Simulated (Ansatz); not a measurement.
# How glassy 68GeO2-29SrO-3Gd2O3 (mol %) changes with density

How do energy, pressure, forces, levels, charges and cost follow the density?

Computed with Ansatz 0.2.0: Kohn-Sham DFT, LDA, PAW (set soft_2). Every run is a single point, with the atoms held where the recipe put them (cutoff of the plane-wave runs 420 eV, fermi-dirac smearing of 0.025 eV, spin polarised).

First member: 105 atoms (26 Ge, 11 Sr, 2 Gd, 66 O) placed at random at 3.81 g/cm³, melted at 4000 K for 10 ps at fixed volume with the Morse and Coulomb pair potential with partial charges (Pedone, Malavasi, Menziani, Cormack and Segre, J. Phys. Chem. B 110, 11780 (2006)). Quenched from 4000 K to 300 K at 20 K/ps and fixed volume, held 5 ps, then minimised at fixed cell.

Last member: 105 atoms (26 Ge, 11 Sr, 2 Gd, 66 O) placed at random at 5.08 g/cm³, melted at 4000 K for 10 ps at fixed volume with the Morse and Coulomb pair potential with partial charges (Pedone, Malavasi, Menziani, Cormack and Segre, J. Phys. Chem. B 110, 11780 (2006)). Quenched from 4000 K to 300 K at 20 K/ps and fixed volume, held 5 ps, then minimised at fixed cell.

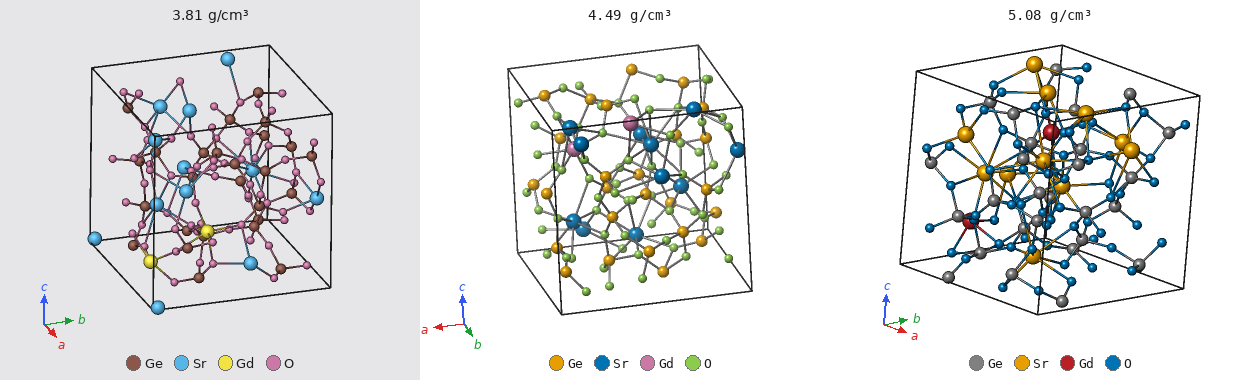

Three members of the series, labelled by density. Bonds to atoms that aren't drawn are left out. Some periodic images of atoms are drawn too.

The members:

```csv
density (g/cm³),reduced formula,atoms,valence electrons,k-mesh,basis,density (g/cm³)
3.808,Sr11Gd2Ge26O66,105,906,1×1×1,plane waves,3.81
4.019,Sr11Gd2Ge26O66,105,906,1×1×1,plane waves,4.02
4.231,Sr11Gd2Ge26O66,105,906,1×1×1,plane waves,4.23
4.485,Sr11Gd2Ge26O66,105,906,1×1×1,plane waves,4.49
4.739,Sr11Gd2Ge26O66,105,906,1×1×1,plane waves,4.74
5.077,Sr11Gd2Ge26O66,105,906,1×1×1,plane waves,5.08
```

Each cell is one sample from a classical run, so sample-to-sample scatter enters every column.

The input of the first member, without its atom lines; other members have their own cell and atoms, and may differ in mesh, basis and outputs:

```yaml
crystal:
  lattice:
    - [12.2568, 0.0, 0.0]
    - [0.0, 12.2568, 0.0]
    - [0.0, 0.0, 12.2568]
  atoms:
    [... 105 lines ...]
magnetization:
  spin_polarized: true
kpoints:
  mp_grid: { grid: [1, 1, 1] }
hamiltonian:
  xc: lda
scf:
  occupations: { method: fermi_dirac, width: 0.025 }
output:
  forces: true
  stress: true
  populations: true
  dos:
    method: { smearing: { sigma: 0.08 } }
    de: 0.1
    projected: { site_lists: { Gd: [Gd], Ge: [Ge], O: [O], Sr: [Sr] } }
  eigenvalues: true
  write_density: true
  write_potential: true
  volumetric_format: npy
```

**Question.** How do the results, the time and the memory go along the series?

Results; charges are mean Löwdin charges in e:

```csv
density (g/cm³),energy less the first member's (meV/atom),pressure (GPa),r.m.s. force (eV/Å),gap (eV),moment (μB),q(Gd),q(Ge),q(O)
3.808,0.0,-2.96,0.843,1.63,14,+1.07,+1.51,-0.83
4.019,-9.4,-2.78,0.919,1.21,-1.2e-11,+1.07,+1.51,-0.82
4.231,-33.9,-1.99,0.810,1.68,0,+0.98,+1.49,-0.82
4.485,-66.0,-1.10,0.889,1.77,-14,+1.04,+1.49,-0.82
4.739,-99.6,-2.15,0.898,1.97,0,+1.03,+1.46,-0.81
5.077,-98.0,1.49,0.830,2.18,0,+0.89,+1.47,-0.81
```

The gap is that between the highest filled and lowest empty Kohn-Sham level on the run's k-points; tail or defect levels can set it. Atoms aren't relaxed at this level, so pressure against density here is no equation of state. The projection misses up to 0.060 e an atom, so the charges add up to more than the cell's charge.

Bonds in each cell, which the recipe sets and DFT didn't move; cutoffs follow each cell's own g(r) within set bounds (mean length in Å, and neighbours of the second kind about the first):

```csv
density (g/cm³),Ge-O length,Ge-O count,O-Sr length,O-Sr count
3.808,1.729,4.04,2.660,0.76
4.019,1.740,4.12,2.664,0.88
4.231,1.747,4.19,2.681,0.91
4.485,1.754,4.23,2.674,1.01
4.739,1.796,4.62,2.738,1.17
5.077,1.768,4.38,2.694,1.30
```

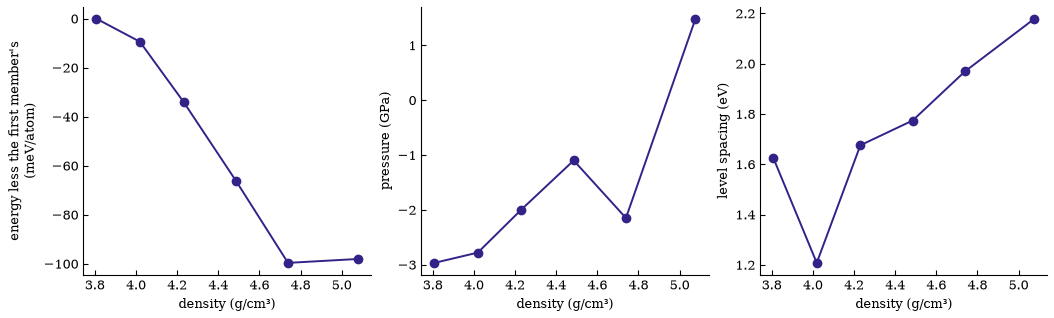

Results against density.

Cost on 8 threads of Arm Neoverse V2, shared host:

```csv
density (g/cm³),atoms,basis,k-mesh,SCF cycles,time,host memory (GiB)
3.808,105,plane waves,1×1×1,72,3.2 min,4.9
4.019,105,plane waves,1×1×1,30,91 s,4.6
4.231,105,plane waves,1×1×1,51,2 min,4.4
4.485,105,plane waves,1×1×1,65,2.7 min,4.3
4.739,105,plane waves,1×1×1,37,90 s,4.1
5.077,105,plane waves,1×1×1,33,79 s,3.8
```

Times include the outputs that each run asked for, on hosts shared with other jobs.

What the series shows: The energy against the first member is lowest at 4.74 g/cm³ (-99.6 meV/atom) and highest at 3.81 g/cm³ (0.0 meV/atom), falling overall but not at every step; each member is a single configuration. The gap is lowest at 4.02 g/cm³ (1.21 eV) and highest at 5.08 g/cm³ (2.18 eV), rising overall but not at every step; in single samples it varies with the configuration. In the cells as made, the count of O about Ge is lowest at 3.81 g/cm³ (4.04) and highest at 4.74 g/cm³ (4.62), rising overall but not at every step. The mean charge on Gd lies between +0.89 and +1.07 e, with no steady trend. The pressure is lowest at 3.81 g/cm³ (-3 GPa) and highest at 5.08 g/cm³ (1.5 GPa), rising overall but not at every step. The total moment per seeded atom runs from 0.00 to 7.00 μB, so the members don't all hold the same magnetic state, and the energies compare unlike states.

Caveats: The levels lack spin–orbit coupling, which is large for the heavy elements here. Without a Hubbard term or exact exchange, open shells on Gd are likely too delocalised. The quench rate of 20 K/ps far exceeds what a furnace or splat quench reaches, so expect more defects and frozen-in strain than in a real sample. The network of bonds at the start is that of the classical potential that made the cell, and needn't be the one that DFT or experiment would give. The program left the stability of some magnetic solutions unchecked, or ended on moments of another size or direction than seeded. The cells aren't relaxed by DFT, which could reorder their energies. The starting order of the moments was set by the recipe and needn't be the real material's.

[Logs are printed without paths, hosts, clocks, repeated set-up lines and the standing remarks that a program may print on its own settings, such as how far it seeks lower states.]

[Hosts, paths, dates, database ids (printed as entryN), source tags and the programs' standing remarks are cut or masked in the printed files.]
